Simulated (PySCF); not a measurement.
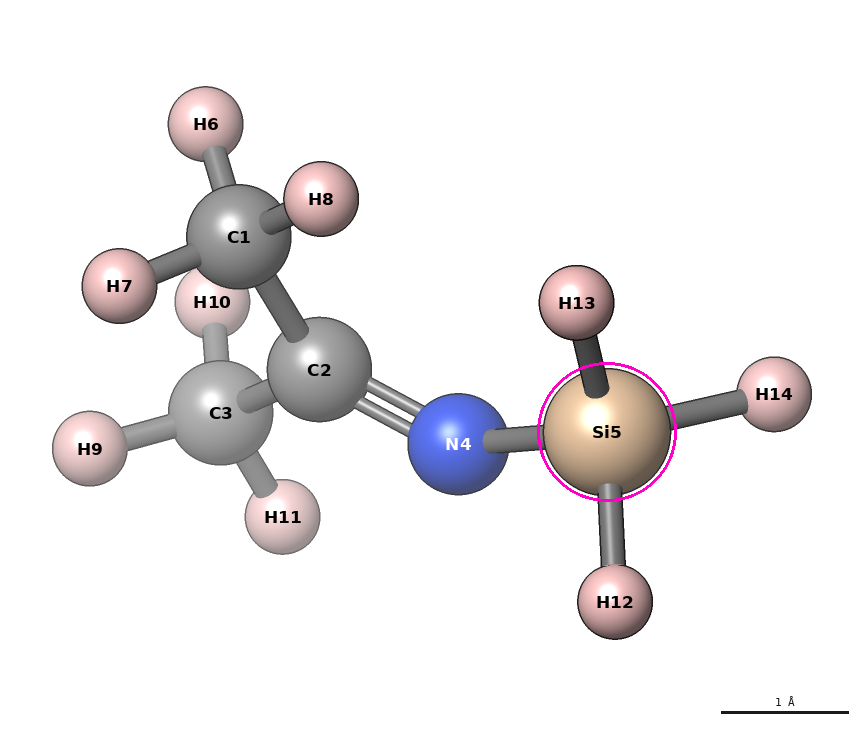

Orthographic view. Distant atoms are faded towards the background colour. The geometry was computed by an optimisation with PBE0-D3(BJ)/def2-SVP. No frequency run is at hand to confirm it as a minimum.

Q: Which atoms are bonded to the circled atom?

A: The circled atom is Si5; it is bonded to N4, H12, H13, H14.

Q: Of C1 and H8, which is nearer the viewer?

A: H8; the bond to C1 points away from the viewer, so it looks shorter than its 1.10 Å.

Q: What is the shortest path along bonds from the circled atom to H9?

A: Si5–N4–C2–C3–H9, 4 bonds; through space the two are 4.79 Å apart.
